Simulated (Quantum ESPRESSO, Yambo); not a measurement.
# Mg2Ge (Fm-3m): changed settings of a GW run in Yambo

What do changed inputs do to GW on Mg2Ge (Fm-3m)?

Method: PBE and many-body steps on it, plane waves, in Yambo 5.3.0.

The database entry behind the starting cell differs from later determinations by our own check (0.1 to 0.3 % short, probably kX units), so it need not match the best structure at ambient conditions.

**1. Starting point**

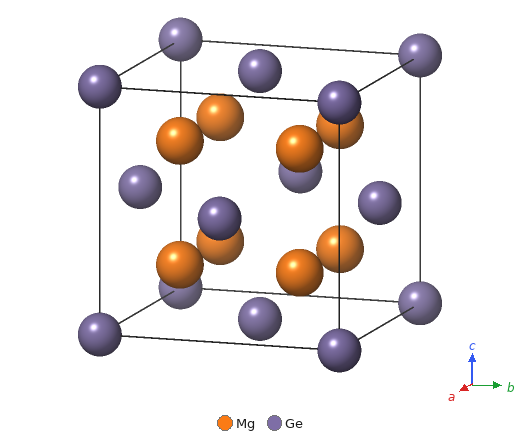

The cell as given, slightly off an axis (magnesium orange, germanium purple). This picture shows the conventional cell, with its axes. Some periodic images of atoms are drawn too.

Coordinates:

```
Mg Ge
1.0
     0.00000    3.18900    3.18900
     3.18900    0.00000    3.18900
     3.18900    3.18900    0.00000
Mg Ge
2 1
Direct
  0.25000 0.25000 0.25000
  0.75000 0.75000 0.75000
  0.00000 0.00000 0.00000
```

The cell and positions come from the Crystallography Open Database and are kept as given unless a step says otherwise.

**2. Base**

This step: Yambo 5.3.0; G0W0 on PBE, plane waves, norm-conserving pseudopotentials.

Now the one-shot GW correction: screening in the RPA, then the self-energy of the levels asked for.

Input file gw1.in:

```
HF_and_locXC
gw0
dyson
ppa
em1d
rim_cut
RandQpts= 1000000
RandGvec= 1 RL
EXXRLvcs= 116 Ry
VXCRLvcs= 464 Ry
Chimod= "HARTREE"
% BndsRnXp
 1 | 179 |
%
NGsBlkXp= 13 Ry
% LongDrXp
 1 | 1 | 1 |
%
% GbndRnge
 1 | 179 |
%
DysSolver= "n"
ExtendOut
PPAPntXp= 27.21138 eV
% QPkrange
 1 | 1 | 20 | 23 |
 7 | 7 | 20 | 23 |
%
```

On the command line:

```console
> OMP_NUM_THREADS=1 mpirun -n 4 yambo -F gw1.in -J gw1 -C gw1 > gw1.log
```

The log of the run:

```text
 Yambo, version 5.3.0

 [02] CORE Variables Setup
 =========================

  [... cell, symmetries and grids as in the set-up ...]

  [02.05] Energies & Occupations
  ==============================

  [X] === General ===
  [X] Electronic Temperature                        :  0.000000  0.000000 [eV K]
  [X] Bosonic    Temperature                        :  0.000000  0.000000 [eV K]
  [X] Finite Temperature mode                       : no
  [X] El. density                                   :  0.64752E+24 [cm-3]
  [X] Fermi Level                                   :  7.521219 [eV]

  [X] === Gaps and Widths ===
  [X] Conduction Band Min                           :  0.134711 [eV]
  [X] Valence Band Max                              :  0.000000 [eV]
  [X] Filled Bands                                  :  21
  [X] Empty Bands                                   :   22  179
  [X] Direct Gap                                    :  1.045468 [eV]
  [X] Direct Gap localized at k                     :  1
  [X] Indirect Gap                                  :  0.134711 [eV]
  [X] Indirect Gap between kpts                     :   1   7
  [X] Last valence band width                       :  2.717375 [eV]
  [X] 1st conduction band width                     :  2.645847 [eV]

 [03] Transferred momenta grid and indexing
 ==========================================

 IBZ Q-points                                      :   8
 BZ  Q-points                                      :   64

 K/Q-points units:
 rlu = crystal or reduced units; cc = cartesian coordinates; iku = interal k-units

 Q [1]          [rlu]:  0.000000  0.000000  0.000000
 Q [2]          [rlu]:  0.47927E-17  0.47927E-17  0.25000
 Q [3]          [rlu]:  0.15901E-16  0.15901E-16 -0.50000
 Q [4]          [rlu]:  0.63675E-16  0.25000      0.25000
 Q [5]          [rlu]: -0.63462E-16  0.25000      0.50000
 Q [6]          [rlu]:  0.13632E-16  0.25000     -0.25000
 Q [7]          [rlu]: -0.12735E-15 -0.50000     -0.50000
 Q [8]          [rlu]:  0.250000 -0.500000 -0.250000

 [04] Coloumb potential Random Integration (RIM)
 ===============================================

  [04.01] RIM initialization
  ==========================

  * Diagonal components only detected *

  8 x (sBL volume)        :  0.070837 [a.u.]
  sBZ random points       :  1000000
  Points outside the sBZ  :   7999624
  RL volume               :  0.566695 [a.u.]
  Integrated volume       :  0.566722 [a.u.]

  [04.02] RIM integrals
  =====================

  Gamma point sphere radius             :  0.075053 [a.u.]
  Points outside the sphere             :   799635
  [Int_sBZ(q=0) 1/q^2]*(Vol_sBZ)^(-1/3) =:  7.763403
                                 should be <:  7.795600

  Summary of Coulomb integrals for non-metallic bands |Q|[au] RIM/Bare

  Q [1] 0.100000E-4 0.995870 * Q [2] 0.225734 1.064378
  Q [4] 0.260655 1.062979 * Q [6] 0.368622 1.025806
  Q [5] 0.432248 1.018843 * Q [3] 0.451468 1.016674
  Q [7] 0.521311 1.013309 * Q [8] 0.582843 1.010321

 [05] Dipoles
 ============

  [05.01] Setup: observables and procedures
  =========================================

 [06] Dynamic Dielectric Matrix (PPA)
 ====================================

 [WR./gw1//ndb.pp]---------------------------------------------------------------
  Brillouin Zone Q/K grids (IBZ/BZ)                :    8   64    8   64
  RL vectors                                       :  10849 [WF]
  Coulomb cutoff potential                         : none
  Electronic Temperature                           :  0.000000 [K]
  Bosonic    Temperature                           :  0.000000 [K]
  PPA    diel. fun.  energies                      : Perdew, Burke & Ernzerhof(X)+Perdew, Burke & Ernzerhof(C)
  wavefunctions                                    : Perdew, Burke & Ernzerhof(X)+Perdew, Burke & Ernzerhof(C)
  Global Gauge                                     : length
  X matrix size                                    :   339
  X band range                                     :    1  179
  X e/h energy range                               : -1.000000 -1.000000 [eV]
  X Time ordering                                  : R
  X Hxc Kernel                                     : HARTREE
  X Drude frequency                                :  0.000000  0.000000
  X poles                                          :  100.0000 [o/o]
  RL vectors in the sum                            :  10849
  [r,Vnl] included                                 : yes
  Field direction                                  :  0.577350E-5  0.577350E-5  0.577350E-5
  BZ energy Double Grid                            : no
  BZ energy DbGd points                            : 0
  BZ Q point size factor                           : -1.000000
  X Optical Averaged directions                    : none

 [07] Local Exchange-Correlation + Non-Local Fock
 ================================================

 [VXC] Plane waves :   74129
 [EXS] Plane waves :   9305

 QP @ state[ 1 ] K range:  1  1
 QP @ state[ 1 ] b range:  20  23
 QP @ state[ 2 ] K range:   7   7
 QP @ state[ 2 ] b range:  20  23

 [xc] Functional : Perdew, Burke & Ernzerhof(X)+Perdew, Burke & Ernzerhof(C)
 [xc] LIBXC used to calculate xc functional
  PP Number of Atomic Species                      :  2
  NLCC RL compoments                               :   74129
  PP Number of Atomic Species                      :  2
  NLCC RL compoments                               :   74129

 [xc] E_xc :  -39.00944 [Ha]
      E_xc :  -78.01889 [Ry]

  Local XC kind (lXC) : Perdew, Burke & Ernzerhof(X)+Perdew, Burke & Ernzerhof(C)
  Non-Local XC kind (nlXC) : Hartree-Fock

  Corrections @ K [1] :  [eV]
 <20|nlXC|20> = -12.49980 -0.30456E-17 <20|lXC|20> = -11.37913  0.000000
 <21|nlXC|21> = -12.49982  0.83957E-17 <21|lXC|21> = -11.37913  0.000000
 <22|nlXC|22> = -7.395793  0.11602E-17 <22|lXC|22> = -11.24699  0.000000
 <23|nlXC|23> = -5.736950 -0.48542E-18 <23|lXC|23> = -9.833213  0.000000

  Corrections @ K [7] :  [eV]
 <20|nlXC|20> = -12.52812 -0.10305E-16 <20|lXC|20> = -10.54796  0.29503E-16
 <21|nlXC|21> = -12.52813  0.28670E-17 <21|lXC|21> = -10.54796  0.000000
 <22|nlXC|22> = -4.865883  0.30325E-17 <22|lXC|22> = -8.133527 -0.47204E-16
 <23|nlXC|23> = -6.261702  0.36514E-18 <23|lXC|23> = -9.742902  0.000000

 [08] Dyson equation: Newton solver
 ==================================

  [08.01] G0W0 (W PPA)
  ====================

  [  GW  ] Bands range     :    1  179
  [GW/PPA] G damping       :  0.100000 [eV]

  QP @ state[ 1 ] K range:  1  1
  QP @ state[ 1 ] b range:  20  23
  QP @ state[ 2 ] K range:   7   7
  QP @ state[ 2 ] b range:  20  23

   Sc/G bands                                       :    1  179
   Sc/G damping                                     :  0.100000 ev
   Sc bands terminator                              : no
   Sx RL components                                 :   9305

   QP @ state[ 1 ] K range                          :  1  1
   QP @ state[ 1 ] b range                          :  20  23
   QP @ state[ 2 ] K range                          :   7   7
   QP @ state[ 2 ] b range                          :  20  23
   GF energies kind                                 : Perdew, Burke & Ernzerhof(X)+Perdew, Burke & Ernzerhof(C)
   GF WF`s kind                                     : Perdew, Burke & Ernzerhof(X)+Perdew, Burke & Ernzerhof(C)
   Xs energies kind                                 : Perdew, Burke & Ernzerhof(X)+Perdew, Burke & Ernzerhof(C)
   Xs WF`s kind                                     : Perdew, Burke & Ernzerhof(X)+Perdew, Burke & Ernzerhof(C)

 [11] Game Over & Game summary
```

It took 21 min on 4 MPI ranks of AMD EPYC 7571, shared host; peak memory 2.9 GiB.

This step gave:

```yaml
g0w0_gap_on_the_points_computed: 0.4907 eV
starting_gap_on_the_mesh: 0.1347 eV
k_of_the_valence_top: 0, 0, 0
k_of_the_conduction_bottom: 0, -0.5, -0.5
least_direct_g0w0_gap_on_the_computed_points: 1.622 eV
z_at_the_valence_top: 0.7771
z_at_the_conduction_bottom: 0.7898
```

The gap on the mesh goes from 0.13 eV to 0.49 eV, a correction of +0.36 eV.

**3. Exchange cutoff**

gw2.in, as its differences from gw1.in of step 2:

```diff
@@ -8,3 +8,3 @@
 RandGvec= 1 RL
-EXXRLvcs= 116 Ry
+EXXRLvcs= 29 Ry
 VXCRLvcs= 464 Ry
```

On the command line:

```console
> OMP_NUM_THREADS=1 mpirun -n 4 yambo -F gw2.in -J gw2,gw1_W -C gw2 > gw2.log
```

The log of the run:

```text
 Yambo, version 5.3.0

 [02] CORE Variables Setup
 =========================

  [... cell, symmetries and grids as in the set-up ...]

  [02.05] Energies & Occupations
  ==============================

  [X] === General ===
  [X] Electronic Temperature                        :  0.000000  0.000000 [eV K]
  [X] Bosonic    Temperature                        :  0.000000  0.000000 [eV K]
  [X] Finite Temperature mode                       : no
  [X] El. density                                   :  0.64752E+24 [cm-3]
  [X] Fermi Level                                   :  7.521219 [eV]

  [X] === Gaps and Widths ===
  [X] Conduction Band Min                           :  0.134711 [eV]
  [X] Valence Band Max                              :  0.000000 [eV]
  [X] Filled Bands                                  :  21
  [X] Empty Bands                                   :   22  179
  [X] Direct Gap                                    :  1.045468 [eV]
  [X] Direct Gap localized at k                     :  1
  [X] Indirect Gap                                  :  0.134711 [eV]
  [X] Indirect Gap between kpts                     :   1   7
  [X] Last valence band width                       :  2.717375 [eV]
  [X] 1st conduction band width                     :  2.645847 [eV]

 [03] Transferred momenta grid and indexing
 ==========================================

 IBZ Q-points                                      :   8
 BZ  Q-points                                      :   64

 K/Q-points units:
 rlu = crystal or reduced units; cc = cartesian coordinates; iku = interal k-units

 Q [1]          [rlu]:  0.000000  0.000000  0.000000
 Q [2]          [rlu]:  0.47927E-17  0.47927E-17  0.25000
 Q [3]          [rlu]:  0.15901E-16  0.15901E-16 -0.50000
[...]
Q [7]          [rlu]: -0.12735E-15 -0.50000     -0.50000
 Q [8]          [rlu]:  0.250000 -0.500000 -0.250000

 [04] Coloumb potential Random Integration (RIM)
 ===============================================

 Summary of Coulomb integrals for non-metallic bands |Q|[au] RIM/Bare

 Q [1] 0.100000E-4 0.995870 * Q [2] 0.225734 1.064378
 Q [4] 0.260655 1.062979 * Q [6] 0.368622 1.025806
 Q [5] 0.432248 1.018843 * Q [3] 0.451468 1.016674
 Q [7] 0.521311 1.013309 * Q [8] 0.582843 1.010321

 [05] Dipoles
 ============

  [05.01] Setup: observables and procedures
  =========================================

 [06] Dynamic Dielectric Matrix (PPA)
 ====================================

   Sc/G bands                                       :    1  179
   Sc/G damping                                     :  0.100000 ev
   Sc bands terminator                              : no
   Sx RL components                                 :  1211

   QP @ state[ 1 ] K range                          :  1  1
   QP @ state[ 1 ] b range                          :  20  23
   QP @ state[ 2 ] K range                          :   7   7
   QP @ state[ 2 ] b range                          :  20  23
   GF energies kind                                 : Perdew, Burke & Ernzerhof(X)+Perdew, Burke & Ernzerhof(C)
   GF WF`s kind                                     : Perdew, Burke & Ernzerhof(X)+Perdew, Burke & Ernzerhof(C)
   Xs energies kind                                 : Perdew, Burke & Ernzerhof(X)+Perdew, Burke & Ernzerhof(C)
   Xs WF`s kind                                     : Perdew, Burke & Ernzerhof(X)+Perdew, Burke & Ernzerhof(C)

 [11] Game Over & Game summary
```

Elapsed: 4.2 min, on 4 MPI ranks; peak memory 2.9 GiB.

Numbers from this step:

| Quantity | Value |
| --- | --- |
| G0W0 gap on the points computed | 0.3727 eV |
| starting gap on the mesh | 0.1347 eV |
| k of the valence top | 0, 0, 0 |
| k of the conduction bottom | 0, -0.5, -0.5 |
| least direct G0W0 gap on the computed points | 1.740 eV |
| Z at the valence top | 0.7771 |
| Z at the conduction bottom | 0.7898 |

**4. More G vectors in the random integration**

gw5.in, as its differences from gw2.in of step 3:

```diff
@@ -7,4 +7,4 @@
 RandQpts= 1000000
-RandGvec= 1 RL
-EXXRLvcs= 29 Ry
+RandGvec= 59 RL
+EXXRLvcs= 116 Ry
 VXCRLvcs= 464 Ry
@@ -28 +28,2 @@
 %
+QpgFull
```

On the command line:

```console
> OMP_NUM_THREADS=1 mpirun -n 4 yambo -F gw5.in -J gw5,gw1_W -C gw5 > gw5.log
```

The log of the run:

```text
 Yambo, version 5.3.0

 [02] CORE Variables Setup
 =========================

  [... cell, symmetries and grids as in the set-up ...]

  [02.05] Energies & Occupations
  ==============================

  [X] === General ===
  [X] Electronic Temperature                        :  0.000000  0.000000 [eV K]
  [X] Bosonic    Temperature                        :  0.000000  0.000000 [eV K]
  [X] Finite Temperature mode                       : no
  [X] El. density                                   :  0.64752E+24 [cm-3]
[...]
QP @ state[ 1 ] b range                          :  20  23
   QP @ state[ 2 ] K range                          :   7   7
   QP @ state[ 2 ] b range                          :  20  23
   GF energies kind                                 : Perdew, Burke & Ernzerhof(X)+Perdew, Burke & Ernzerhof(C)
   GF WF`s kind                                     : Perdew, Burke & Ernzerhof(X)+Perdew, Burke & Ernzerhof(C)
   Xs energies kind                                 : Perdew, Burke & Ernzerhof(X)+Perdew, Burke & Ernzerhof(C)
   Xs WF`s kind                                     : Perdew, Burke & Ernzerhof(X)+Perdew, Burke & Ernzerhof(C)

 [11] Game Over & Game summary
```

The job ended after 7 min (4 MPI ranks; peak memory 2.8 GiB; 28 min of CPU time).

This step gave:

| Quantity | Value |
| --- | --- |
| G0W0 gap on the points computed | 0.4929 eV |
| starting gap on the mesh | 0.1347 eV |
| k of the valence top | 0, 0, 0 |
| k of the conduction bottom | 0, -0.5, -0.5 |
| least direct G0W0 gap on the computed points | 1.623 eV |

Against G0W0 in Yambo (4×4×4 mesh, 179 bands, screening to 176.9 eV, Godby-Needs plasmon pole), the gap moves by +0.002 eV.

**5. Fewer bands in the self-energy**

gw6.in, as its differences from gw5.in of step 4:

```diff
@@ -7,3 +7,3 @@
 RandQpts= 1000000
-RandGvec= 59 RL
+RandGvec= 1 RL
 EXXRLvcs= 116 Ry
@@ -19,3 +19,3 @@
 % GbndRnge
- 1 | 179 |
+ 1 | 41 |
 %
@@ -28,2 +28 @@
 %
-QpgFull
```

On the command line:

```console
> OMP_NUM_THREADS=1 mpirun -n 4 yambo -F gw6.in -J gw6,gw1_W -C gw6 > gw6.log
```

The log of the run:

```text
 Yambo, version 5.3.0

 [02] CORE Variables Setup
 =========================

  [... cell, symmetries and grids as in the set-up ...]

  [02.05] Energies & Occupations
  ==============================

  [X] === General ===
  [X] Electronic Temperature                        :  0.000000  0.000000 [eV K]
  [X] Bosonic    Temperature                        :  0.000000  0.000000 [eV K]
  [X] Finite Temperature mode                       : no
  [X] El. density                                   :  0.64752E+24 [cm-3]
  [X] Fermi Level                                   :  7.521219 [eV]

  [X] === Gaps and Widths ===
  [X] Conduction Band Min                           :  0.134711 [eV]
  [X] Valence Band Max                              :  0.000000 [eV]
  [X] Filled Bands                                  :  21
  [X] Empty Bands                                   :   22  179
  [X] Direct Gap                                    :  1.045468 [eV]
  [X] Direct Gap localized at k                     :  1
  [X] Indirect Gap                                  :  0.134711 [eV]
  [X] Indirect Gap between kpts                     :   1   7
  [X] Last valence band width                       :  2.717375 [eV]
  [X] 1st conduction band width                     :  2.645847 [eV]

 [03] Transferred momenta grid and indexing
 ==========================================

 IBZ Q-points                                      :   8
 BZ  Q-points                                      :   64

 K/Q-points units:
 rlu = crystal or reduced units; cc = cartesian coordinates; iku = interal k-units

 Q [1]          [rlu]:  0.000000  0.000000  0.000000
 Q [2]          [rlu]:  0.47927E-17  0.47927E-17  0.25000
 Q [3]          [rlu]:  0.15901E-16  0.15901E-16 -0.50000
[...]
Q [7]          [rlu]: -0.12735E-15 -0.50000     -0.50000
 Q [8]          [rlu]:  0.250000 -0.500000 -0.250000

 [04] Coloumb potential Random Integration (RIM)
 ===============================================

 Summary of Coulomb integrals for non-metallic bands |Q|[au] RIM/Bare

 Q [1] 0.100000E-4 0.995870 * Q [2] 0.225734 1.064378
 Q [4] 0.260655 1.062979 * Q [6] 0.368622 1.025806
 Q [5] 0.432248 1.018843 * Q [3] 0.451468 1.016674
 Q [7] 0.521311 1.013309 * Q [8] 0.582843 1.010321

 [05] Dipoles
 ============

  [05.01] Setup: observables and procedures
  =========================================

 [06] Dynamic Dielectric Matrix (PPA)
 ====================================

   Sc/G bands                                       :    1   41
   Sc/G damping                                     :  0.100000 ev
   Sc bands terminator                              : no
   Sx RL components                                 :   9305

   QP @ state[ 1 ] K range                          :  1  1
   QP @ state[ 1 ] b range                          :  20  23
   QP @ state[ 2 ] K range                          :   7   7
   QP @ state[ 2 ] b range                          :  20  23
   GF energies kind                                 : Perdew, Burke & Ernzerhof(X)+Perdew, Burke & Ernzerhof(C)
   GF WF`s kind                                     : Perdew, Burke & Ernzerhof(X)+Perdew, Burke & Ernzerhof(C)
   Xs energies kind                                 : Perdew, Burke & Ernzerhof(X)+Perdew, Burke & Ernzerhof(C)
   Xs WF`s kind                                     : Perdew, Burke & Ernzerhof(X)+Perdew, Burke & Ernzerhof(C)

 [11] Game Over & Game summary
```

Wall time 86 s (4 MPI ranks); peak memory 2.7 GiB; 5.7 min of CPU time.

Numbers from this step:

```yaml
g0w0_gap_on_the_points_computed: 0.1687 eV
starting_gap_on_the_mesh: 0.1347 eV
k_of_the_valence_top: 0, 0, 0
k_of_the_conduction_bottom: 0, -0.5, -0.5
least_direct_g0w0_gap_on_the_computed_points: 1.513 eV
z_at_the_valence_top: 0.7857
z_at_the_conduction_bottom: 0.7947
```

[end of part 1 of 2]

[Paths, hosts, dates, memory and timing lines, banners, echoed tables and standing remarks are left out of the program output.]

[Logs are printed without paths, hosts, clocks, repeated set-up lines and the standing remarks that a program may print on its own settings, such as how far it seeks lower states.]

[Runs of the session that timed out or met a known fault of the program may be left out.]

[Hosts, paths, dates, database ids (printed as entryN), source tags and the programs' standing remarks are cut or masked in the printed files.]
